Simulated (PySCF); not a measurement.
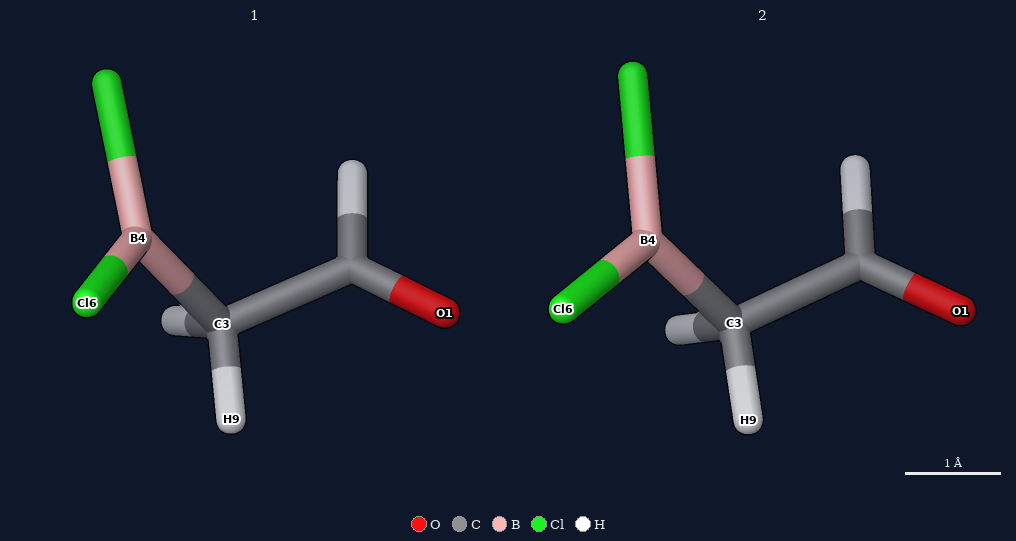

Two geometries of C2H3BCl2O, drawn at one scale. One is the start of a relaxation, the other its converged end. Style: stick. Shown at a tilt.

Level of theory: PBE0-D3(BJ)/def2-SVP geometry optimisation, gas phase in PySCF. 

Question: Which one is relaxed?

Answer: Structure 2 is the relaxed one. The start comes from GFN2-xTB. Its atoms were then displaced at random by about 0.01 Å. A Cl atom moves most after the best rigid fit: 0.37 Å. Largest moves by element: Cl 0.37 Å, O 0.21 Å, H 0.19 Å, C 0.11 Å, B 0.04 Å. Near-neighbour distances that change, for instance: B–C 1.652 → 1.568 Å, B–Cl 1.686 → 1.745 Å, B–Cl 1.698 → 1.753 Å, C–H 1.059 → 1.098 Å. Among the angles between lasting bonds that change: C–C–B 109.5° → 113.8°, B–C–H 108.3° → 104.7°, Cl–B–Cl 121.4° → 118.4°. The energy falls by 26.0 kJ/mol in 16 geometry steps. The run took 67 s on 1 thread of Arm Neoverse V1 (shared host).
